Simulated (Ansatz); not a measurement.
**BF (SMILES [B]F) at wB97M-V/STO-3G**

Aim: the electronic atomisation energy of BF at wB97M-V/STO-3G, from 3 runs. 

The calculation is run with Ansatz 0.2.0.

### Step 1. The molecule

The species is BF (2 atoms), meant as a singlet with charge 0. As SMILES, `[B]F`. Geometry: relaxed at GFN2-xTB.

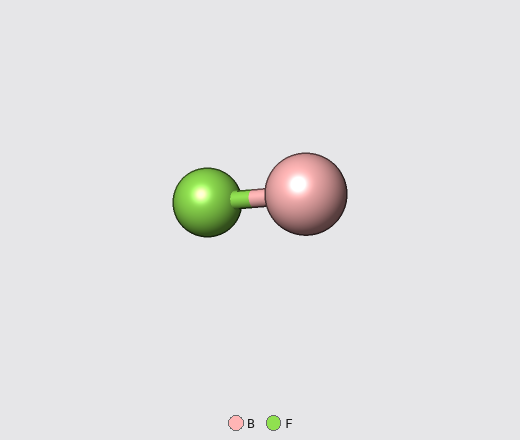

Viewed from a chosen angle; boron pink, fluorine green.

### Step 2. The energy at wB97M-V/STO-3G

in.yaml

```yaml
crystal:
  periodic: [false, false, false]
  atoms:
    - symbol: B
      position_ang: [0.000000, 0.000000, 0.000000]
    - symbol: F
      position_ang: [0.000000, 0.000000, 1.244390]
basis:
  gaussian: {orbitals: STO-3G}
hamiltonian: {xc: {name: wB97M-V}}
accuracy: high
```

Command:

```bash
$ ansatz run in.yaml --threads 1 --pin off --max-ram 2610MiB --events-out events.jsonl --progress --plain --runs-dir runs
```

Output:

```text
Warning: RAYON_NUM_THREADS=1 ignored (pool sized by the plan → 1); use --threads N
Functional definition: wB97M-V
  name "wB97M-V"
  parameter omega = 0.3/bohr
  parameter cx = 0.15
  parameter cx01 = 1.007
  parameter cx10 = 0.259
  parameter css00 = 0.443
  parameter css04 = -1.437
  parameter css10 = -4.535
  parameter css20 = -3.390
  parameter css43 = 4.278
  parameter cos00 = 1.000
  parameter cos10 = 1.358
  parameter cos20 = 2.924
  parameter cos21 = -8.812
  parameter cos60 = -1.390
  parameter cos61 = 9.142
  parameter b = 6.0
  parameter c = 0.01
  gx(w, u) = 1 - cx + cx01*u + cx10*w
  gss(w, u) = css00 + css04*u^4 + css10*w + css20*w^2 + css43*w^4*u^3
  gos(w, u) = cos00 + cos10*w + (cos20 + cos21*u)*w^2 + (cos60 + cos61*u)*w^6
  exchange = spin_sum(e_x_unif_sr(omega)*gx(b97_w, b97_u_x)) + cx*exact_x_sr(omega) + exact_x_lr(omega)
  correlation = spin_sum(e_c_pw_mod_same_spin*gss(b97_w, b97_u_same))
      + integral(e_c_pw_mod_opposite_spin*gos(b97_w_opposite, b97_u_opposite)) + vv10(b, c)
149 factors; integrals over basis functions are off by at most 2.3e-8 eV
89 factors; integrals over basis functions are off by at most 5.4e-10 eV
mean field evaluation 1: about -3343.4928 eV, gradient 8.2e0 eV
mean field evaluation 2: about -3343.6305 eV, gradient 6.7e0 eV
mean field evaluation 4: about -3343.7445 eV, gradient 7.8e-2 eV
mean field evaluation 8: about -3343.7343 eV, gradient 6.4e-4 eV
mean field -3343.73431964 eV, -122.8799697824 hartree, gradient 1.5e-8 eV, S^2 0.000000; 0 other end points of the search recorded, 0 dependent functions left out
reference -3343.73432115 eV, -122.8799698378 hartree; 7, 7 occupied and 3, 3 virtual orbitals, 149 factors
Total energy: -3343.73432115 eV, -122.8799698378 hartree
```

Run time: 5.7 s. Hardware: 1 thread of Arm Neoverse N1, shared host; peak memory 0.15 GiB.

### Step 3. The B atom at the same level

input.yaml

```yaml
crystal:
  periodic: [false, false, false]
  atoms:
    - {symbol: B, position_ang: [0.000000, 0.000000, 0.000000]}
basis:
  gaussian:
    orbitals: STO-3G
magnetization:
  spin_polarized: true
  initial_magnetization: 1
hamiltonian:
  xc: {name: wB97M-V}
accuracy: high
```

Command:

```bash
$ ansatz run input.yaml --threads 1 --pin off --max-ram 2610MiB --events-out events.jsonl --progress --plain --runs-dir runs
```

Output, shortened:

```text
Warning: RAYON_NUM_THREADS=1 ignored (pool sized by the plan → 1); use --threads N
Functional definition: wB97M-V
  name "wB97M-V"
[...]
  gx(w, u) = 1 - cx + cx01*u + cx10*w
  gss(w, u) = css00 + css04*u^4 + css10*w + css20*w^2 + css43*w^4*u^3
  gos(w, u) = cos00 + cos10*w + (cos20 + cos21*u)*w^2 + (cos60 + cos61*u)*w^6
[...]
      + integral(e_c_pw_mod_opposite_spin*gos(b97_w_opposite, b97_u_opposite)) + vv10(b, c)
15 factors; integrals over basis functions are off by at most 8.9e-10 eV
15 factors; integrals over basis functions are off by at most 3.7e-10 eV
[...]
mean field -660.53851330 eV, -24.2743426345 hartree, gradient 0.0e0 eV, S^2 0.750000; 0 other end points of the search recorded, 0 dependent functions left out
reference -660.53851481 eV, -24.2743426903 hartree; 3, 2 occupied and 2, 3 virtual orbitals, 15 factors
Total energy: -660.53851481 eV, -24.2743426903 hartree
```

Wall time 2.1 s (1 thread of Arm Neoverse N1, shared host); peak memory 0.15 GiB.

### Step 4. The F atom, same level

input.yaml, as its differences from that of step 3:

```diff
@@ -3,3 +3,4 @@
   atoms:
-    - {symbol: B, position_ang: [0.000000, 0.000000, 0.000000]}
+    - symbol: F
+      position_ang: [0.000000, 0.000000, 0.000000]
 basis:
```

Run the same way, it converges to -98.28239 Eh (log not shown).

### Step 5. Outcome

Level: wB97M-V/STO-3G.

| quantity | value |
| --- | --- |
| molecule: total energy | -122.87997 Eh |
| B atom: total energy | -24.27434 Eh |
| B atom: ⟨S²⟩ | 0.750 |
| F atom: total energy | -98.28239 Eh |
| F atom: ⟨S²⟩ | 0.750 |
| electronic atomisation energy | 8.796 eV |

**Reading.** Taking the molecule apart into free atoms costs 8.80 eV (849 kJ/mol), before zero-point energy and without spin-orbit coupling. In a minimal basis such a difference can be off by several eV, whatever the method.
